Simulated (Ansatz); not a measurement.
# Ir, response to strain

Take Ir in the fcc (Cu type) structure (space group Fm-3m, No. 225; a = 3.831 Å; relaxed with 0.1 eV smearing) as the base.

Strains are applied to the cell and any free atomic positions relax.

Level of theory: plane-wave PAW DFT at the PBEsol level (Ansatz, a program for electronic structure, 420 eV), scalar-relativistic without spin-orbit coupling.

Notes on the quantities. energy relative to the base: free energy F.

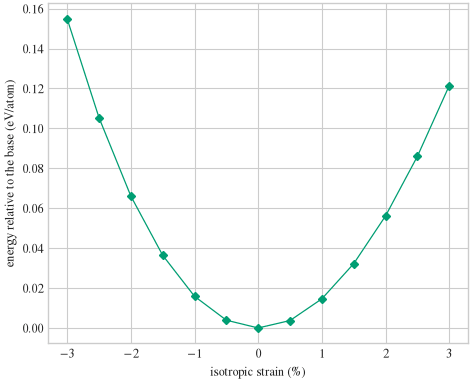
*Energy relative to the base against isotropic strain*

```json
[
 {"isotropic strain (%)": "-3", "energy relative to the base": "+155 meV/atom"},
 {"isotropic strain (%)": "-2.5", "energy relative to the base": "+105 meV/atom"},
 {"isotropic strain (%)": "-2", "energy relative to the base": "+66 meV/atom"},
 {"isotropic strain (%)": "-1.5", "energy relative to the base": "+36 meV/atom"},
 {"isotropic strain (%)": "-1", "energy relative to the base": "+16 meV/atom"},
 {"isotropic strain (%)": "-0.5", "energy relative to the base": "+3.9 meV/atom"},
 {"isotropic strain (%)": "0.5", "energy relative to the base": "+3.7 meV/atom"},
 {"isotropic strain (%)": "1", "energy relative to the base": "+15 meV/atom"},
 {"isotropic strain (%)": "1.5", "energy relative to the base": "+32 meV/atom"},
 {"isotropic strain (%)": "2", "energy relative to the base": "+56 meV/atom"},
 {"isotropic strain (%)": "2.5", "energy relative to the base": "+86 meV/atom"},
 {"isotropic strain (%)": "3", "energy relative to the base": "+121 meV/atom"}
]
```

Whether these cells are dynamically stable was not tested. All final runs are without spin polarisation.
